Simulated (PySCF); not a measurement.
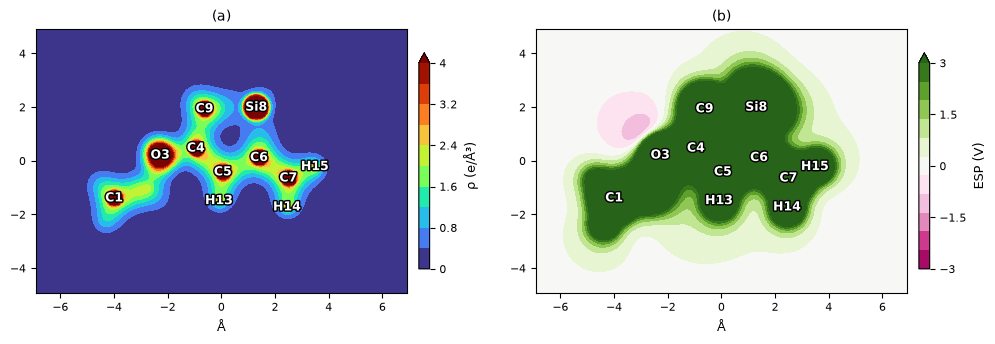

Figure 1: C7H10OSi (SMILES C=COC1=CC(=C)[SiH2]C1). (a) total electron density; (b) electrostatic potential on the plane of atoms C7, C6 and Si8.

Geometry: GFN2-xTB.

These are results of PBE0/pcSseg-1, SCF density, gas phase, non-relativistic in PySCF 2.14.0, not measurements.

```yaml
atoms:
  - { symbol: C, position_ang: [2.6440, 0.8890, -2.7451] }
  - { symbol: C, position_ang: [1.5286, 0.7064, -2.0565] }
  - { symbol: O, position_ang: [1.3764, -0.3519, -1.2187] }
  - { symbol: C, position_ang: [0.3739, -0.3676, -0.2976] }
  - { symbol: C, position_ang: [-0.3410, 0.6739, 0.1514] }
  - { symbol: C, position_ang: [-1.3584, 0.3914, 1.1461] }
  - { symbol: C, position_ang: [-2.1391, 1.3290, 1.6845] }
  - { symbol: Si, position_ang: [-1.3303, -1.4650, 1.4964] }
  - { symbol: C, position_ang: [0.1060, -1.7313, 0.2690] }
  - { symbol: H, position_ang: [3.4836, 0.2269, -2.6345] }
  - { symbol: H, position_ang: [2.7327, 1.7015, -3.4404] }
  - { symbol: H, position_ang: [0.6726, 1.3638, -2.1575] }
  - { symbol: H, position_ang: [-0.1863, 1.6923, -0.1712] }
  - { symbol: H, position_ang: [-2.0637, 2.3695, 1.4057] }
  - { symbol: H, position_ang: [-2.8816, 1.0876, 2.4255] }
  - { symbol: H, position_ang: [-2.5494, -2.1667, 1.0833] }
  - { symbol: H, position_ang: [-0.9668, -1.8085, 2.8735] }
  - { symbol: H, position_ang: [1.0155, -2.1096, 0.7361] }
  - { symbol: H, position_ang: [-0.1265, -2.4216, -0.5423] }
```

Question: What does the map show?

Answer: The section cuts through C, O, Si and H sites.
C–C (1.34 Å): the density is about 2.3 e/Å³ at the midpoint.
C–O (1.36 Å): ρ at the midpoint is about 2.3 e/Å³, with its minimum of 1.9 e/Å³ about 0.5 Å from C.
C–Si (1.89 Å): ρ at the midpoint is about 0.93 e/Å³.
C–H (1.08 Å): ρ at the midpoint is about 2 e/Å³.
C–C (1.45 Å): ρ is about 1.8 e/Å³ halfway.
Outside the dense part of the molecule the potential is most negative (−1.3 V) near O3.
